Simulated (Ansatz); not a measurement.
Breaking the Be1–O2 bond in BeO (multiplicity 1 held). Energies count from the point at 1.327 Å.


R- and RO- levels are restricted; in cc, def2 and unpolarised 6-31G sets they are followed outwards from rest. U- levels take the lowest unrestricted solution at each point, which mixes spins at long bonds. Full CI gives the lowest state of the spin. Left out are points that failed, MP2 points that dive below the minimum, coupled-cluster points behind a jump of the amplitudes or a sharp parting from full CI or MRCI, small-basis points behind a change of solution, and semi-empirical points at long bonds. Curves can end on different states.

Correlated levels freeze the cores.

Programs: Ansatz (Gaussian basis) for Hartree–Fock, density functionals and correlated methods. 

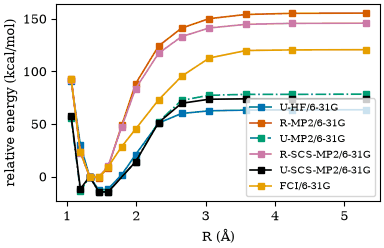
Figure: Relative energy along the coordinate

### Question
Order the other curves in the same basis by their non-parallelity to FCI/6-31G (largest less smallest deviation, whatever its cause), smallest first.

### Answer
U-MP2/6-31G (42.3 kcal/mol), R-SCS-MP2/6-31G (45.1 kcal/mol), U-SCS-MP2/6-31G (46.7 kcal/mol), R-MP2/6-31G (51.7 kcal/mol), U-HF/6-31G (63.7 kcal/mol)

### Question
Read off the U-HF/6-31G curve at R = 4.245.

### Answer
about 63 kcal/mol

Doubts at one or more of the structures used: a spin-contaminated determinant (U-HF/6-31G, U-MP2/6-31G, U-SCS-MP2/6-31G); a restricted determinant that unrestricted orbitals would lower (R-MP2/6-31G, R-SCS-MP2/6-31G).

Ansatz is a quantum-chemistry and plane-wave program.
